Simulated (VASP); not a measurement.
Band structure of SrTiO3 (cubic perovskite). Level of theory: modified Becke-Johnson potential (mBJ) with spin-orbit coupling, VASP's PBE PAW potentials (set 64) (plane waves; VASP).

mBJ is a potential without an energy functional, so only the levels count.

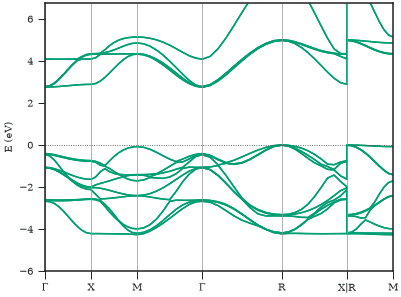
Fig. 1. Bands along high-symmetry lines, zero at the valence-band maximum or, without a gap, the Fermi level

Task: Read the plot: is there a gap, and where are the band edges?

Result: The gap is indirect, 2.74 eV, from the valence maximum at R to the conduction minimum at Γ.

Measured: gap 3.59 eV (computed value off by -0.85 eV), as given by Anna Miglio et al., npj Computational Materials (2020), arXiv:2011.12765 [zero-point renormalisation of 336 meV (experimental, the table's column) added back].

The compound is SrTiO3 in the cubic perovskite structure, the ideal cubic form; the compound distorts at low or room temperature. It was relaxed first. The cell's shape comes from a PBE relaxation.
